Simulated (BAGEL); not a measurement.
# CH3BO (Borane carbonyl) at HF/3-21G (density fitting with cc-pvqz-jkfit)

Aim: the vertical ionisation energy of CH3BO (Borane carbonyl) at HF/3-21G (density fitting with cc-pvqz-jkfit), from 2 runs. 

Program for the calculation: BAGEL 1.2.2.

8 further runs of the same task are left out: 3 that didn't finish, 5 set aside as unsound or not needed.

## Step 1: Starting point

CH3BO: 6 atoms, total charge 0, spin state singlet. As SMILES, `[BH3-]C#[O+]`. Geometry: relaxed at PBE0-D4/def2-TZVP.

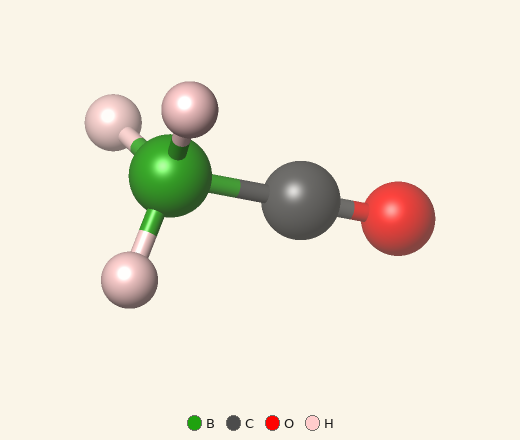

Viewed from a chosen angle; boron green, carbon dark grey, oxygen red, hydrogen pink.

## Step 2: A single-point energy at HF/3-21G (density fitting with cc-pvqz-jkfit)

input.json

```json
{ "bagel": [

{
  "title": "molecule",
  "basis": "3-21g",
  "df_basis": "cc-pvqz-jkfit",
  "angstrom": true,
  "geometry": [
    { "atom": "B", "xyz": [      -0.275160,       0.419730,      -0.199910 ] },
    { "atom": "C", "xyz": [       0.494180,      -0.755680,       0.359250 ] },
    { "atom": "O", "xyz": [       1.068320,      -1.631140,       0.776320 ] },
    { "atom": "H", "xyz": [      -1.437140,       0.121710,      -0.050320 ] },
    { "atom": "H", "xyz": [       0.069540,       0.485120,      -1.356800 ] },
    { "atom": "H", "xyz": [       0.080260,       1.360240,       0.471460 ] }
  ]
},

{ "title": "hf" },

{ "title": "print", "file": "orbitals.molden", "orbitals": true }

]}
```

Started as:

```bash
$ BAGEL_NUM_THREADS=1 BAGEL input.json > input.out
```

What it wrote:

```text
* using 1 threads per process

  ===============================================================
  ===============================================================

  *** Geometry ***

  { "atom" : "B", "xyz" : [     -0.519977,      0.793175,     -0.377775 ] },
  { "atom" : "C", "xyz" : [      0.933865,     -1.428028,      0.678884 ] },
  { "atom" : "O", "xyz" : [      2.018832,     -3.082408,      1.467032 ] },
  { "atom" : "H", "xyz" : [     -2.715801,      0.229999,     -0.095091 ] },
  { "atom" : "H", "xyz" : [      0.131412,      0.916744,     -2.563980 ] },
  { "atom" : "H", "xyz" : [      0.151669,      2.570481,      0.890930 ] },

  Number of auxiliary basis functions:      471

  Since a DF basis is specified, we compute 2- and 3-index integrals:
    o Being stored without compression. Storage requirement is 0.004 GB

  Number of basis functions:       33
  Number of electrons      :       22

    * METHOD: MOLECULE                             0.12

  *** RHF ***

  === Nuclear Repulsion ===
    56.8302504860

      * DIIS with orbital gradients will be used.

  === RHF iteration (3-21g) ===
      0       -138.26789597          0.03134935           0.01
      1       -138.30512941          0.02748934           0.01
      2       -138.35030922          0.00252057           0.01
      3       -138.35118047          0.00068847           0.01
      4       -138.35124069          0.00014050           0.01
      5       -138.35124550          0.00002630           0.01
      6       -138.35124566          0.00000527           0.01
      7       -138.35124566          0.00000110           0.01
      8       -138.35124566          0.00000042           0.01
      9       -138.35124566          0.00000011           0.01
     10       -138.35124566          0.00000003           0.01
     11       -138.35124566          0.00000001           0.01
    * SCF iteration converged.

    * Permanent dipole moment:
           (   -0.367565,     0.562869,    -0.267302) a.u.

    * METHOD: HF                                   0.15

    * METHOD: PRINT                                0.00

  ===============================================================
```

Wall time 0.42 s (1 thread of Arm Neoverse V2, shared host).

## Step 3: The doublet cation, same level

job.json

```json
{ "bagel" : [

{
  "title" : "molecule",
  "basis" : "3-21g",
  "df_basis" : "cc-pvqz-jkfit",
  "angstrom" : true,
  "geometry" : [
    { "atom" : "B", "xyz" : [   -0.275160,    0.419730,   -0.199910 ] },
    { "atom" : "C", "xyz" : [    0.494180,   -0.755680,    0.359250 ] },
    { "atom" : "O", "xyz" : [    1.068320,   -1.631140,    0.776320 ] },
    { "atom" : "H", "xyz" : [   -1.437140,    0.121710,   -0.050320 ] },
    { "atom" : "H", "xyz" : [    0.069540,    0.485120,   -1.356800 ] },
    { "atom" : "H", "xyz" : [    0.080260,    1.360240,    0.471460 ] }
  ]
},
{
  "title" : "uhf",
  "charge" : 1,
  "nopen" : 1
},
{
  "title" : "print",
  "file" : "orbitals.molden",
  "orbitals" : true
}

]}
```

Started as:

```bash
$ BAGEL_NUM_THREADS=1 BAGEL job.json > job.out
```

What it wrote:

```text
* using 1 threads per process

  ===============================================================
  ===============================================================

  *** Geometry ***

  { "atom" : "B", "xyz" : [     -0.519977,      0.793175,     -0.377775 ] },
  { "atom" : "C", "xyz" : [      0.933865,     -1.428028,      0.678884 ] },
  { "atom" : "O", "xyz" : [      2.018832,     -3.082408,      1.467032 ] },
  { "atom" : "H", "xyz" : [     -2.715801,      0.229999,     -0.095091 ] },
  { "atom" : "H", "xyz" : [      0.131412,      0.916744,     -2.563980 ] },
  { "atom" : "H", "xyz" : [      0.151669,      2.570481,      0.890930 ] },

  Number of auxiliary basis functions:      471

  Since a DF basis is specified, we compute 2- and 3-index integrals:
    o Being stored without compression. Storage requirement is 0.004 GB

  Number of basis functions:       33
  Number of electrons      :       22

    * METHOD: MOLECULE                             0.12

  *** Open-shell HF ***

  === Nuclear Repulsion ===
    56.8302504860

      * DIIS with orbital gradients will be used.

  === UHF iteration (3-21g) ===
      0       -137.79507189          0.06849756           0.02
      1       -137.84191965          0.07167421           0.02
      2       -137.85408287          0.06672065           0.02
      3       -137.92348160          0.00272492           0.02
      4       -137.92437177          0.00162306           0.02
      5       -137.92478306          0.00113745           0.02
      6       -137.92515285          0.00063136           0.02
      7       -137.92531509          0.00041768           0.02
      8       -137.92540575          0.00037595           0.02
      9       -137.92544275          0.00037112           0.02
     10       -137.92548416          0.00036366           0.02
     11       -137.92563822          0.00031296           0.02
     12       -137.92577161          0.00022177           0.02
     13       -137.92578348          0.00017615           0.02
     14       -137.92581672          0.00011199           0.02
     15       -137.92583530          0.00007059           0.02
     16       -137.92584433          0.00004775           0.02
     17       -137.92584989          0.00004279           0.02
     18       -137.92585288          0.00003016           0.02
     19       -137.92585681          0.00002231           0.02
     20       -137.92585943          0.00001383           0.02
     21       -137.92586032          0.00001138           0.02
     22       -137.92586057          0.00000996           0.02
     23       -137.92586080          0.00000768           0.02
     24       -137.92586079          0.00000638           0.02
     25       -137.92586087          0.00000354           0.02
     26       -137.92586089          0.00000310           0.02
     27       -137.92586090          0.00000263           0.02
     28       -137.92586092          0.00000213           0.02
     29       -137.92586092          0.00000198           0.02
     30       -137.92586092          0.00000183           0.02
     31       -137.92586093          0.00000160           0.02
     32       -137.92586093          0.00000120           0.02
     33       -137.92586093          0.00000096           0.02
     34       -137.92586093          0.00000083           0.02
     35       -137.92586093          0.00000067           0.02
     36       -137.92586093          0.00000056           0.02
     37       -137.92586093          0.00000039           0.02
     38       -137.92586093          0.00000026           0.02
     39       -137.92586093          0.00000022           0.02
     40       -137.92586093          0.00000017           0.02
     41       -137.92586093          0.00000010           0.02
     42       -137.92586093          0.00000009           0.02
     43       -137.92586093          0.00000007           0.02
     44       -137.92586093          0.00000006           0.02
     45       -137.92586093          0.00000004           0.02
     46       -137.92586093          0.00000003           0.02
     47       -137.92586093          0.00000002           0.02
     48       -137.92586093          0.00000002           0.02
     49       -137.92586093          0.00000001           0.02
     50       -137.92586093          0.00000001           0.02
    * SCF iteration converged.

    * S^2 (UHF) is 0.7881

    * Permanent dipole moment:
           (    0.432829,    -1.303330,     0.135063) a.u.

    * METHOD: UHF                                  0.93

    * METHOD: PRINT                                0.00

  ===============================================================
```

Wall time 1.2 s (1 thread of Arm Neoverse V2, shared host).

## Step 4: Outcome

Level: HF/3-21G (density fitting with cc-pvqz-jkfit).

| quantity | value |
| --- | --- |
| singlet CH3BO: total energy | -138.35125 Eh |
| singlet CH3BO: dipole moment | 1.84 D |
| singlet CH3BO: HOMO energy | -12.74 eV |
| singlet CH3BO: LUMO energy | 2.79 eV |
| singlet CH3BO: HOMO–LUMO gap | 15.53 eV |
| doublet cation: total energy | -137.92586 Eh |
| doublet cation: ⟨S²⟩ | 0.788 |
| vertical ionisation energy (to the doublet cation) | 11.575 eV |

What this shows: The vertical ionisation energy comes to 11.58 eV (267 kcal/mol). The negative HOMO energy of the first species, 12.74 eV, lies 1.16 eV above that difference.
